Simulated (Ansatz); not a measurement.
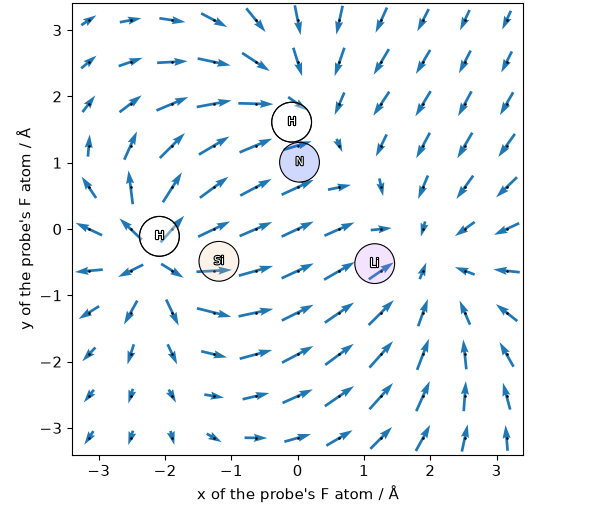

H₄LiNSi (SMILES [Li][SiH2]N) with the probe HF. 
- The probe is moved over a plane parallel to the molecule's main plane, 3.45 Å above it.
- Coordinates scanned: (1) x of the probe's F atom; (2) y of the probe's F atom.
- Nothing is relaxed (molecule and probe rigid, the probe upright with F nearest the plane).
- Grid: 11 × 11 points.
- Points are written as (first, second).
- All numbers below come from Ansatz, RKS CAM-B3LYP-D4/def2-SVPD.

The picture shows dots at the grid points, arrows along the force (downhill), their lengths compressed, labelled circles for the molecule's atoms, projected on the plane.

The arrows alone are given. Where is the energy lowest?

The arrows converge at about (1.92 Å, −0.30 Å) (read from the interpolated surface).

The energy map of the same scan:

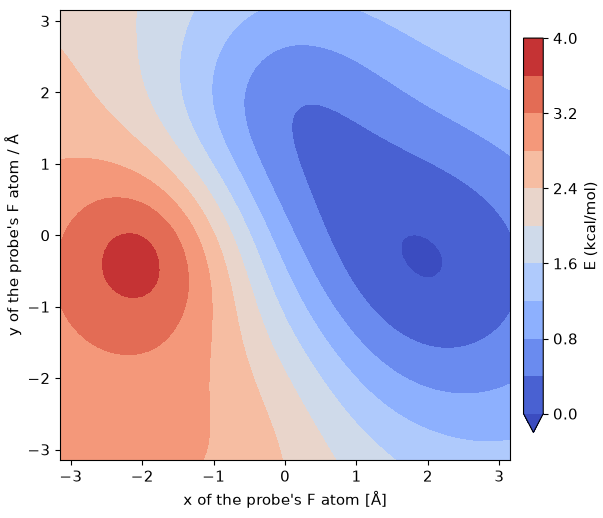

Energies are in kcal/mol, from the lowest grid point; between grid points the surface is interpolated.
